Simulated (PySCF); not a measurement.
# F$_{6}$W, SMILES `F[W](F)(F)(F)(F)F`: electronic structure

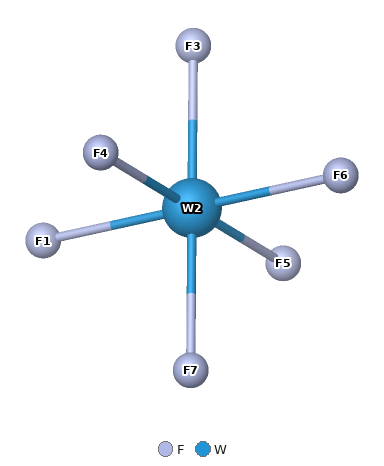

The molecule, with its atoms numbered as below. No frequency check shows the geometry to be a minimum.

Cartesian coordinates (Å):

```
F1      -1.3011    0.1471   -1.2888
W2      -0.0000   -0.0000    0.0001
F3      -0.0416    1.8198    0.2496
F4      -1.2972   -0.2063    1.2849
F5       1.2969    0.2066   -1.2848
F6       1.3011   -0.1472    1.2890
F7       0.0423   -1.8197   -0.2503
```

## 1. Bonding charge

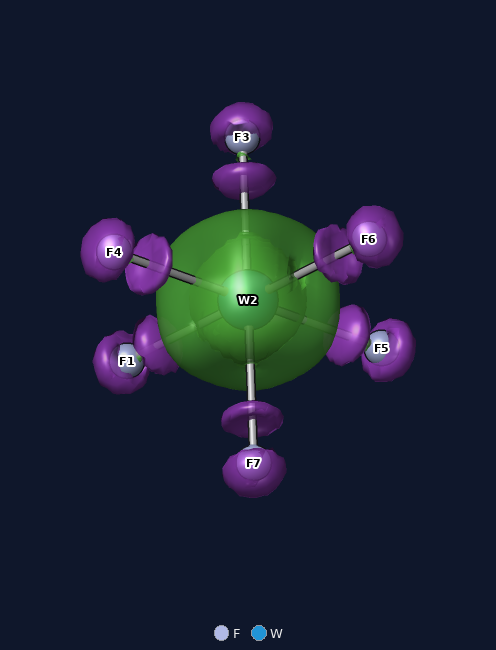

Deformation density (molecule less spherical, spin-averaged free atoms at the same positions), surfaces at ±0.2 e/Å³; purple: gain, green: loss.

Computed with PySCF, PBE0/def2-SVP, geometry: GFN2-xTB. Core potentials replace the inner electrons of W; spin–orbit coupling isn't included. This is a single-reference result, which may miss multireference character in this system.

**How much density has each bond gained at its critical point, relative to the free atoms?**

F1–W2, W2–F5, W2–F7, W2–F3 and 2 more like them: −0.02 e/Å³ at the bond critical point (bond length 1.84 Å, Mayer order 1.1); up to 0.6 Å beside the axis the gain reaches +0.22 e/Å³. In all, 1.5 electrons gather in the regions of gain relative to the promolecule. A small or negative value marks a very polar bond, one between electron-rich atoms, whose free-atom densities already overlap strongly, a long bond to a heavier atom, or a closed-shell contact such as a hydrogen bond.

**Where do the Hirshfeld charges lie?**

The highest Hirshfeld charge is on W2 (+1.10 e), the lowest on F1, F3, F4, F5, F6 and F7 (−0.18 e).

```json
{"atom": "F1", "charge (e)": "−0.18"}
{"atom": "W2", "charge (e)": "+1.10"}
{"atom": "F3", "charge (e)": "−0.18"}
{"atom": "F4", "charge (e)": "−0.18"}
{"atom": "F5", "charge (e)": "−0.18"}
{"atom": "F6", "charge (e)": "−0.18"}
{"atom": "F7", "charge (e)": "−0.18"}
```

## 2. Bond critical points

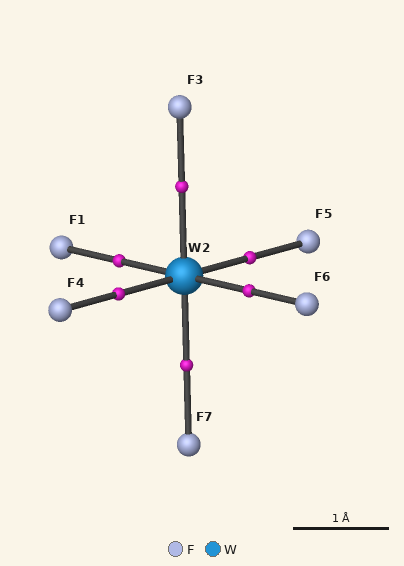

Molecular graph of the electron density (QTAIM): bond paths, bond critical points (magenta), ring points (cyan, if any); weak paths are dashed.

**How many critical points of each kind are there, and does the count close?**

7 nuclei, 6 bond, 0 ring and 0 cage critical points: 7 − 6 + 0 − 0 = 1, as the Poincaré–Hopf relation requires.

**Give the properties at the bond critical points.**

```json
{"bond": "F1–W2 (6 alike)", "length (Å)": "1.837", "ρ (a.u.)": "0.163", "∇²ρ (a.u.)": "+0.91", "ε": "0.00", "H (a.u.)": "−0.043"}
```

**What kind of interaction is F1–W2?**

Polar or intermediate (positive Laplacian, negative energy density H): ρ = 0.163, ∇²ρ = +0.91, H = −0.043 a.u.

## 3. Electrostatic potential

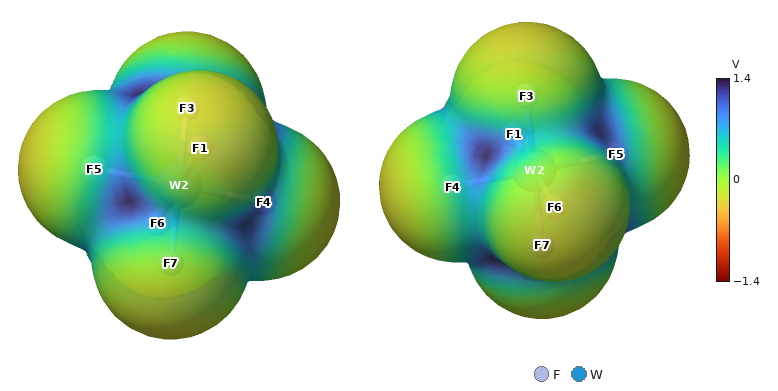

Electrostatic potential on the surface of electron density 0.001 a.u. (back view left, front view right).

**Where are the extremes of the potential on the surface?**

Highest: 1.34 V, near F4 (1.84 Å), F6 (1.94 Å) and F3 (1.96 Å), over W2 (2.2 Å). Lowest: −0.29 V, 1.6 Å from F3, and at like points elsewhere. The surface is sampled at points, so like sites can differ by a few per cent and only the strongest of them is named.

**What volume does the surface enclose, and what is the dipole moment?**

About 99 Å³; the dipole moment is 0.0 D.

## 4. In an electric field

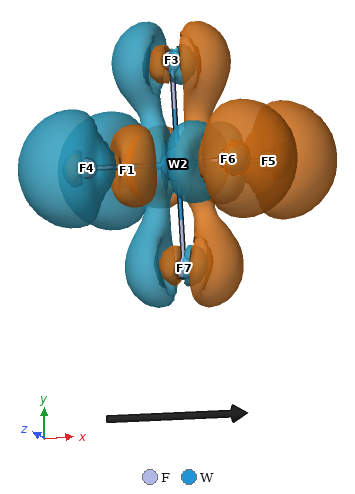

Change of the electron density in a uniform field of 0.21 V/Å along +x (arrow), surfaces at ±0.001 e/Å³ (light blue: gain, orange: loss).

PySCF calculation, B3LYP/def2-TZVP, gas phase; geometry: GFN2-xTB. Core potentials replace the inner electrons of W; spin–orbit coupling isn't included. This is a single-reference result, which may miss multireference character in this system. A basis without diffuse functions makes polarisabilities too small.

**How large is the response?**

The induced dipole is 0.43 D (along the field); α along this axis, from the fields in both directions, is 43 bohr³ (6.3 Å³).

**Which atoms gain and lose the most charge?**

Electrons gather most on F1 and F4 alike (Hirshfeld charge changes by −0.010 e) and leave F5 and F6 alike most (+0.010 e); 0.039 electrons are displaced in all.

## 5. Localised orbitals

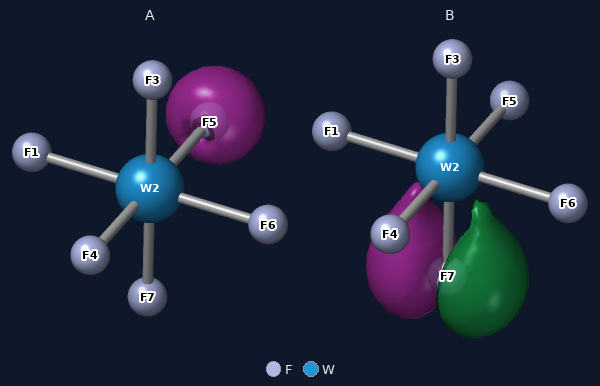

Pipek–Mezey orbitals, occupied; each surface holds about 80 % of the orbital's density. Energies are diagonal elements of the Fock matrix.

Computed with PySCF, PBE0/def2-TZVP, geometry: GFN2-xTB. Core potentials replace the inner electrons of W; spin–orbit coupling isn't included. This is a single-reference result, which may miss multireference character in this system.

**What does each orbital represent in a Lewis picture?**

By panel:
- A: lone pair on F5 (s-type) (F5 99 %; −29.1 eV)
- B: lone pair on F7 (p-type) (F7 96 %, W2 3 %; −14.1 eV)

The PySCF runs shown took 11 s, 53 s and 33 s on 1 thread of AMD EPYC 7R43 64-Core Processor (Zen 3), on a shared host.
